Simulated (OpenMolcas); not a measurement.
Excited-state calculation, with input and output: BHO2 (part 3 of 3)

BHO2; CASPT2/ANO-XS-VDZ, DKH2 (OpenMolcas 26.06). The geometry comes from this level: PBE0-D4/def2-TZVP.

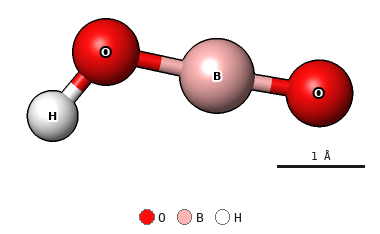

**Figure 1.** The input geometry (ball-and-stick view, seen at a tilt).

Log, continued:
```
********************************************************************************
  CASPT2 EQUATION SOLUTION
--------------------------------------------------------------------------------

  Total nr of CASPT2 parameters:
   Before reduction:       19964
   After  reduction:       17932

 Variance of |WF0>:       0.7890011418

 The contributions to the second order correlation energy in atomic units.
-----------------------------------------------------------------------------------------------------------------------------
  IT.      VJTU        VJTI        ATVX        AIVX        VJAI        BVAT        BJAT        BJAI        TOTAL       RNORM
-----------------------------------------------------------------------------------------------------------------------------
   1    -0.001422   -0.006475   -0.006104   -0.017216   -0.028572   -0.011862   -0.040847   -0.120184   -0.232681    0.001529
   2    -0.001440   -0.006516   -0.006117   -0.017241   -0.028610   -0.011867   -0.040858   -0.120195   -0.232844    0.000146
   3    -0.001440   -0.006518   -0.006117   -0.017243   -0.028611   -0.011868   -0.040859   -0.120195   -0.232851    0.000013
   4    -0.001441   -0.006517   -0.006117   -0.017242   -0.028610   -0.011868   -0.040859   -0.120195   -0.232850    0.000001
-----------------------------------------------------------------------------------------------------------------------------

  FINAL CASPT2 RESULT:

      Reference energy:        -174.8323173247
      E2 (Non-variational):      -0.2328495560
      Shift correction:          -0.0013148165
      E2 (Variational):          -0.2341643725
      Total energy:            -175.0664816972
      Residual norm:              0.0000001122
      Reference weight:           0.92761

      Contributions to the CASPT2 correlation energy
      Active & Virtual Only:         -0.0179849734
      One Inactive Excited:          -0.0595418784
      Two Inactive Excited:          -0.1553227041

++ Denominators, etc.
--------------------------------------------------------------------------------------------------------------
 Report on small energy denominators, large coefficients, and large energy contributions.
CASE  SYMM ACTIVE-MIX  NON-ACTIVE INDICES          DENOMINATOR     RHS VALUE       COEFFICIENT     CONTRIBUTION
VJTU     1  Mu1.0001  In1.009                       0.26820157     -0.00540090      0.01427388     -0.00007709
VJTU     1  Mu1.0005  In1.009                       0.89966015     -0.02584137      0.02808378     -0.00072572
VJTIP    1  Mu1.0002  In1.009 In1.009               1.12670895     -0.03429736      0.02989100     -0.00102518
VJTIP    1  Mu1.0005  In1.009 In1.009               1.71357843     -0.05515867      0.03188026     -0.00175847
VJTIM    1  Mu1.0002  In1.009 In1.008               1.54407975     -0.03941803      0.02519682     -0.00099321
ATVX     1  Mu1.0001  Se1.014                       0.12278979      0.00356149     -0.00879851     -0.00003134
ATVX     1  Mu1.0001  Se1.015                       0.22574736     -0.00069971      0.00205587     -0.00000144
VJAIP    1  Mu1.0003  Se1.022 In1.009 In1.009       2.51555152      0.06249933     -0.02569505     -0.00160592
--

   (Skipping property calculation,
    use PROP keyword to activate)
--

++ CASPT2 computation for group   3

********************************************************************************
 Multi-State initialization phase begins for group   3
--------------------------------------------------------------------------------
********************************************************************************
 Compute H0 matrices for state    3
--------------------------------------------------------------------------------
--------------------------------------------------------------------------------
 H0 matrices have been computed.

********************************************************************************
  CASPT2 EQUATION SOLUTION
--------------------------------------------------------------------------------

  Total nr of CASPT2 parameters:
   Before reduction:       19964
   After  reduction:       18900

 Variance of |WF0>:       0.7855172304

 The contributions to the second order correlation energy in atomic units.
-----------------------------------------------------------------------------------------------------------------------------
  IT.      VJTU        VJTI        ATVX        AIVX        VJAI        BVAT        BJAT        BJAI        TOTAL       RNORM
-----------------------------------------------------------------------------------------------------------------------------
   1    -0.001578   -0.007124   -0.007439   -0.017116   -0.026921   -0.012409   -0.040910   -0.120247   -0.233744    0.001608
   2    -0.001601   -0.007160   -0.007458   -0.017145   -0.026948   -0.012427   -0.040941   -0.120260   -0.233940    0.000191
   3    -0.001601   -0.007161   -0.007459   -0.017146   -0.026949   -0.012428   -0.040942   -0.120260   -0.233946    0.000027
   4    -0.001601   -0.007160   -0.007459   -0.017146   -0.026948   -0.012428   -0.040942   -0.120259   -0.233943    0.000003
-----------------------------------------------------------------------------------------------------------------------------

  FINAL CASPT2 RESULT:

      Reference energy:        -174.8095663570
      E2 (Non-variational):      -0.2339431511
      Shift correction:          -0.0015365035
      E2 (Variational):          -0.2354796545
      Total energy:            -175.0450460115
      Residual norm:              0.0000004338
      Reference weight:           0.92537

      Contributions to the CASPT2 correlation energy
      Active & Virtual Only:         -0.0198864830
      One Inactive Excited:          -0.0596889086
      Two Inactive Excited:          -0.1543677594

++ Denominators, etc.
--------------------------------------------------------------------------------------------------------------
 Report on small energy denominators, large coefficients, and large energy contributions.
CASE  SYMM ACTIVE-MIX  NON-ACTIVE INDICES          DENOMINATOR     RHS VALUE       COEFFICIENT     CONTRIBUTION
VJTU     1  Mu1.0001  In1.007                       0.22738976      0.00626761     -0.01581839     -0.00009914
VJTU     1  Mu1.0002  In1.007                       0.29087819      0.00000018     -0.00000038     -0.00000000
VJTU     1  Mu1.0001  In1.008                       0.15300483     -0.00502186      0.01201998     -0.00006036
VJTU     1  Mu1.0002  In1.008                       0.21649326     -0.00000005      0.00000007     -0.00000000
VJTU     1  Mu1.0001  In1.009                       0.12042409     -0.00000034      0.00000080     -0.00000000
VJTU     1  Mu1.0002  In1.009                       0.18391252      0.00063198      0.00198352      0.00000125
ATVX     1  Mu1.0001  Se1.014                       0.02083596      0.00578777     -0.00304837     -0.00001764
ATVX     1  Mu1.0002  Se1.014                       0.04768732      0.00000062     -0.00000073     -0.00000000
ATVX     1  Mu1.0001  Se1.015                       0.12150948     -0.00137255      0.00320056     -0.00000439
ATVX     1  Mu1.0002  Se1.015                       0.14836085     -0.00000022      0.00000053     -0.00000000
ATVX     1  Mu1.0001  Se1.016                       0.24234236     -0.00238761      0.00527582     -0.00001260
ATVX     1  Mu1.0002  Se1.016                       0.26919373      0.00000034     -0.00000080     -0.00000000
ATVX     1  Mu1.0001  Se1.017                       0.26590585     -0.00000043      0.00000102     -0.00000000
ATVX     1  Mu1.0002  Se1.017                       0.29275722     -0.00789482      0.01860931     -0.00014692
ATVX     1  Mu1.0002  Se1.022                       1.01446289      0.02918313     -0.02800804     -0.00081736
AIVX     1  Mu1.0001  In1.007 Se1.014               0.28730027     -0.00249230      0.00626553     -0.00001562
AIVX     1  Mu1.0001  In1.008 Se1.014               0.21291535      0.00192271     -0.00519654     -0.00000999
AIVX     1  Mu1.0001  In1.009 Se1.014               0.18033460     -0.00000009      0.00000023     -0.00000000
AIVX     1  Mu1.0001  In1.009 Se1.015               0.28100813     -0.00000013      0.00000025     -0.00000000
--

   (Skipping property calculation,
    use PROP keyword to activate)
--

  Total CASPT2 energies:
::    CASPT2 Root  1     Total energy:   -175.39531753
::    CASPT2 Root  2     Total energy:   -175.06648170
::    CASPT2 Root  3     Total energy:   -175.04504601

++ Multi-State CASPT2 section:
********************************************************************************
  MULTI-STATE CASPT2 SECTION
--------------------------------------------------------------------------------

  Output diagonal energies have been shifted. Add    175.00000000000000

  Effective Hamiltonian matrix (Symmetric):

                1               2               3
   1      -350.39531753
   2         0.00000014   -350.06648170
   3        -0.00088808      0.00000018   -350.04504601

       Total MS-CASPT2 energies:
::    MS-CASPT2 Root  1     Total energy:   -175.39531978
::    MS-CASPT2 Root  2     Total energy:   -175.06648170
::    MS-CASPT2 Root  3     Total energy:   -175.04504376

       Eigenvectors:
            0.99999679      0.00000044     -0.00253539
           -0.00000042      1.00000000      0.00000847
            0.00253539     -0.00000847      0.99999679

--

  THE ORIGINAL CI ARRAYS ARE NOW MIXED AS LINEAR
  COMBINATIONS, GIVEN BY THE EIGENVECTORS.
  A NEW JOBIPH FILE NAMED 'JOBMIX' IS PREPARED.
********************************************************************************

++ Mixed CI coefficients:
  The CI coefficients for the MIXED state nr.   1
--------------------------------------------------------------------------------
 CI COEFFICIENTS LARGER THAN  5.00E-02
  Occupation of active orbitals, and spin coupling
  of open shells. (u,d: Spin up or down).
  SGUGA info is (Midvert:IsyUp:UpperWalk/LowerWalk)
        Conf  SGUGA info        Occupation    Coefficient         Weight
           1  ( 1:1:   1/   1)   2200           -0.947318       0.897411
           3  ( 2:1:   2/   1)   2u0d            0.175391       0.030762
           4  ( 2:1:   1/   2)   u2d0            0.204929       0.041996
           8  ( 3:1:   3/   1)   2002            0.092617       0.008578
          10  ( 3:1:   2/   2)   udud            0.078156       0.006108
          12  ( 3:1:   1/   3)   0220            0.084329       0.007111
          15  ( 4:1:   1/   1)   uudd           -0.087759       0.007702

  The CI coefficients for the MIXED state nr.   2
--------------------------------------------------------------------------------
 CI COEFFICIENTS LARGER THAN  5.00E-02
  Occupation of active orbitals, and spin coupling
  of open shells. (u,d: Spin up or down).
  SGUGA info is (Midvert:IsyUp:UpperWalk/LowerWalk)
        Conf  SGUGA info        Occupation    Coefficient         Weight
           2  ( 2:1:   1/   1)   2ud0            0.988038       0.976219
           5  ( 2:1:   2/   2)   u20d           -0.063593       0.004044
           7  ( 3:1:   2/   1)   20ud            0.109737       0.012042
           9  ( 3:1:   1/   2)   ud20            0.084935       0.007214

  The CI coefficients for the MIXED state nr.   3
--------------------------------------------------------------------------------
 CI COEFFICIENTS LARGER THAN  5.00E-02
  Occupation of active orbitals, and spin coupling
  of open shells. (u,d: Spin up or down).
  SGUGA info is (Midvert:IsyUp:UpperWalk/LowerWalk)
        Conf  SGUGA info        Occupation    Coefficient         Weight
           3  ( 2:1:   2/   1)   2u0d            0.641075       0.410977
           4  ( 2:1:   1/   2)   u2d0           -0.751474       0.564713
           8  ( 3:1:   3/   1)   2002            0.105819       0.011198
          12  ( 3:1:   1/   3)   0220           -0.101745       0.010352

--

--- Stop Module: caspt2 /rc=_RC_ALL_IS_WELL_ ---

--- Start Module: rassi ---

                                               &RASSI

                       available to each process: 1.9 GB of memory, 1 thread

      ********************************************************************************
      *                             General data section                             *
      ********************************************************************************

   Specific data for JOBIPH file JOBMIX
   -------------------------------------

   Header from SEWARD:

   CASSCF title (first line only):
       (No title given)

  STATE IRREP:                1
  SPIN MULTIPLICITY:          1
  ACTIVE ELECTRONS:           4
  MAX RAS1 HOLES:             0
  MAX RAS3 ELECTRONS:         0
  NR OF CONFIG:              20
 ###############################################################################
 ###    WARNING: EJOB used when HEFF is available, possible                  ###
 ###    extra interaction between states is ignored!                         ###
 ###############################################################################

   The following data are common to all the states:
   ------------------------------------------------
   (note: frozen counts as inactive, deleted as secondary)

      Nr of irreps: 1

                 Total     No./Irrep
      Irrep                  1
                             a

      INACTIVE       9       9
      ACTIVE         4       4
      SECONDARY     16      16
      BASIS         29      29

      RAS1           0       0
      RAS2           4       4
      RAS3           0       0

        MATRIX ELEMENTS WILL BE COMPUTED FOR THE FOLLOWING ONE-ELECTRON OPERATORS, UNLESS ZERO BY SYMMETRY.
   (Herm=Hermitian, Anti=Antihermitian, Sing=Singlet operator, Trip=Triplet operator)
     MLTPL  0   1 (HERMSING)     MLTPL  1   1 (HERMSING)     MLTPL  1   2 (HERMSING)
     MLTPL  1   3 (HERMSING)     MLTPL  2   1 (HERMSING)     MLTPL  2   2 (HERMSING)
     MLTPL  2   3 (HERMSING)     MLTPL  2   4 (HERMSING)     MLTPL  2   5 (HERMSING)
     MLTPL  2   6 (HERMSING)     VELOCITY   1 (ANTISING)     VELOCITY   2 (ANTISING)
     VELOCITY   3 (ANTISING)     ANGMOM     1 (ANTISING)     ANGMOM     2 (ANTISING)
     ANGMOM     3 (ANTISING)     MLTPV  2   1 (ANTISING)     MLTPV  2   2 (ANTISING)
     MLTPV  2   3 (ANTISING)     MLTPV  2   4 (ANTISING)     MLTPV  2   5 (ANTISING)
     MLTPV  2   6 (ANTISING)

       EIGENSTATES OF A SPIN-FREE HAMILTONIAN WILL BE COMPUTED BASED ON:

  a Hamiltonian matrix assumed to be diagonal with energies read from the wavefunction file(s).

  Nr of states:                    3

   State:        1   2   3
  JobIph:        1   1   1
 Root nr:        1   2   3

  HAMILTONIAN MATRIX FOR THE ORIGINAL STATES:

  Diagonal, with energies
   -175.39531978   -175.06648170   -175.04504376

      OVERLAP MATRIX FOR THE ORIGINAL STATES:

  Diagonal, with elements
      1.00000000      1.00000000      1.00000000

::    RASSI State    1     Total energy:    -175.39531977799112
::    RASSI State    2     Total energy:    -175.06648169718835
::    RASSI State    3     Total energy:    -175.04504375989410

      ****************************************************************************************************
      *                                         Spin-free section                                        *
      *                 Note: index according to input order, order according to energy.                 *
      ****************************************************************************************************

  SPIN-FREE ENERGIES:
  (Shifted by EMIN (a.u.) =       -175.3953197780)

 SF State       Relative EMIN(au)   Rel lowest level(eV)    D:o, cm**(-1)

     1             0.0000000000        0.0000000000              0.0000
     2             0.3288380808        8.9481400291          72171.6166
     3             0.3502760181        9.5314960211          76876.6999

++ Dipole transition strengths (spin-free states):
   -----------------------------------------------
     for osc. strength at least  1.00000000E-05

      From   To        Osc. strength     Einstein coefficients Ax, Ay, Az (sec-1)    Total A (sec-1)
     -----------------------------------------------------------------------------------------------
         1    2       9.81031599E-03  3.86839900E+06  3.00184368E+07  1.97755376E+05  3.40845911E+07
         1    3       1.96519889E-02  6.37255983E+06  4.92242900E+04  7.10490445E+07  7.74708287E+07
         2    3       8.76137485E-04  1.46842049E+03  1.13939163E+04  7.51267158E+01  1.29374635E+04
     -----------------------------------------------------------------------------------------------
--

++ Velocity transition strengths (spin-free states):
   -------------------------------------------------
     for osc. strength at least  1.00000000E-05

      From   To        Osc. strength     Einstein coefficients Ax, Ay, Az (sec-1)    Total A (sec-1)
     -----------------------------------------------------------------------------------------------
         1    2       5.24329528E-03  2.06748744E+06  1.60439674E+07  1.05652115E+05  1.82171070E+07
         1    3       8.10760240E-03  9.45830479E+06  5.23397946E+05  2.19795750E+07  3.19612778E+07
         2    3       7.58525193E-05  1.27043839E+02  9.86685261E+02  6.34533677E+00  1.12007444E+03
     -----------------------------------------------------------------------------------------------
--

++ Length and velocity gauge comparison (spin-free states):
   --------------------------------------------------------

 --------------------------------------------------
 A comparison between the dipole oscillator strengths in
 length and velocity gauge will be performed

     All dipole oscillator differences above the tolerance of   1.00000000E-01  will be printed

 Due to basis set deficiency these oscillator may be problematic

 The tolerance is defined as ABS(1-O_l/O_v)
 O_l : dipole oscillator strength in length gauge
 O_p : dipole oscillator strength in velocity gauge
 --------------------------------------------------

  Problematic transitions have been found

      From   To       Difference (%) Osc. st. (len.) Osc. st. (vel.)
     ---------------------------------------------------------------
         1    2            87.102108  9.81031599E-03  5.24329528E-03
         1    3           142.389648  1.96519889E-02  8.10760240E-03
         2    3          1055.053902  8.76137485E-04  7.58525193E-05
     ---------------------------------------------------------------

 Number of problematic transitions =                     3

--

 Electric-dipole - electric-octupole not included
 Electric-dipole - magnetic-quadrupole not included

      ****************************************************************************************************
      *                                    Special properties section                                    *
      ****************************************************************************************************

--- Stop Module: rassi /rc=_RC_ALL_IS_WELL_ ---

.##################.
.# Happy landing! #.
.##################.

    Timing: Wall=2.70 User=2.04 System=0.64
```

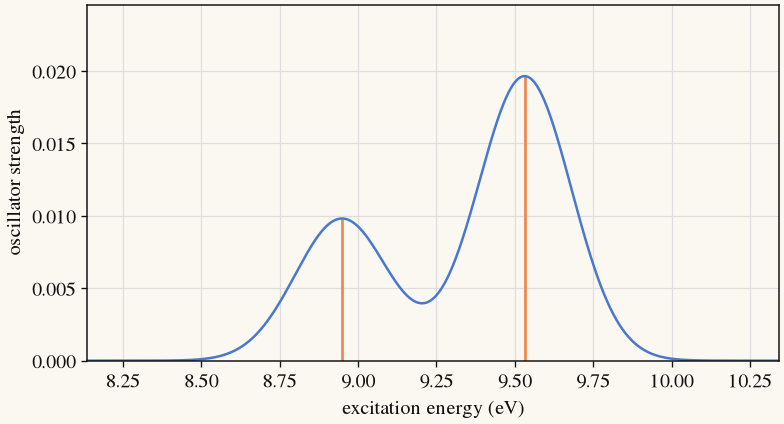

**Figure 2.** Computed excitations as sticks (degenerate states added up, dark ones marked on the axis), with a Gaussian envelope of 0.35 eV full width at half maximum, scaled to the tallest. Of the 2 states the lowest lies at 8.95 eV (f = 0.010); the strongest line is at 9.53 eV, or 130 nm (f = 0.020).

This output came from the following input.

Input:
```
* BHO2 CASPT2

&GATEWAY
  Coord
  4
  bohr
  O     -2.93871310     0.98927163     0.80974764
  B     -0.80105490     0.24944385     0.46978591
  O      1.54333933    -0.57069729     0.20522426
  H      2.19642867    -0.66801819    -1.48475782
  Basis
  ANO-XS-VDZ
  Group
  NoSym

&SEWARD
  Relativistic
  R02E00

&RASSCF
  FileOrb
  $CurrDir/step2.RasOrb
  Spin
  1
  Nactel
  4 0 0
  Inactive
  9
  Ras2
  4
  CIRoot
  3 3 1
  OrbListing
  Nothing

&CASPT2
  Multistate
  all
  IPEA
  0.2
  Imaginary
  0.2

&RASSI
  NrOfJobIphs
  1 all
  IphNames
  JOBMIX
  EJob
```

Launched with:
```bash
export MOLCAS_MEM=1860
pymolcas step7.inp > step7.log
```

Summary:

```csv
quantity,value
outcome,converged
total energy,−175.395320 hartree
CASSCF energy,−175.148401 hartree
basis functions,29
lowest singlet excitation,8.95 eV
hardware,"1 thread of Arm Neoverse V1, 24 GiB of memory available, shared host"
wall time,3 s
peak memory,0.37 GiB
```
